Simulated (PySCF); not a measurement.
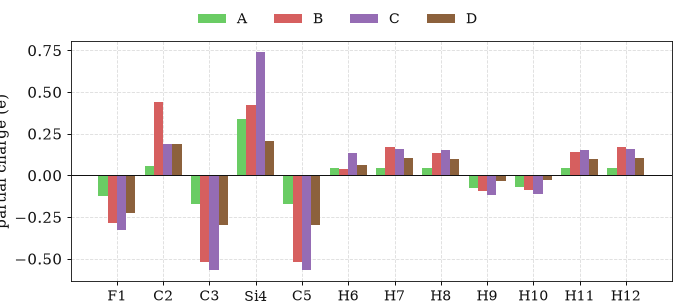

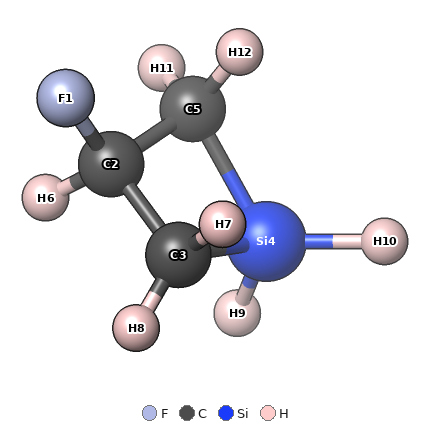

Atomic charges of C₃H₇FSi, SMILES FC1C[SiH2]C1 by 4 schemes, PBE0/cc-pVTZ with PySCF, at a PBE0-D3(BJ)/def2-SVP geometry (no frequency check).

> The schemes are ESP fit, Hirshfeld, IAO and Mulliken. Which series is which?

A: Hirshfeld (Si4 0.34 e); B: ESP fit (Si4 0.42 e); C: IAO (Si4 0.74 e); D: Mulliken (Si4 0.21 e).

Known limits of this run: one conformer of a flexible molecule.
